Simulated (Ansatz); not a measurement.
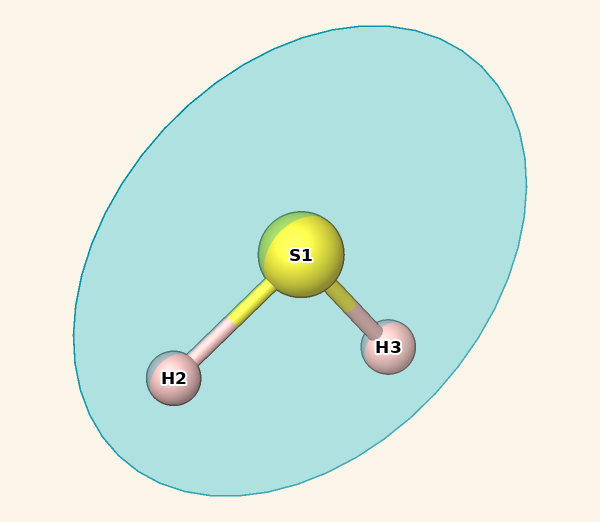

A disc through the centre of mass is drawn in. Atoms fade into the background with distance from the viewer. The geometry was computed by an optimisation with PBE0-D4/def2-TZVP.

Q: Is the plane of the disc a mirror plane of the structure?

A: Yes. The reflection leaves S1, H2, H3 in place. The point group is C2v.
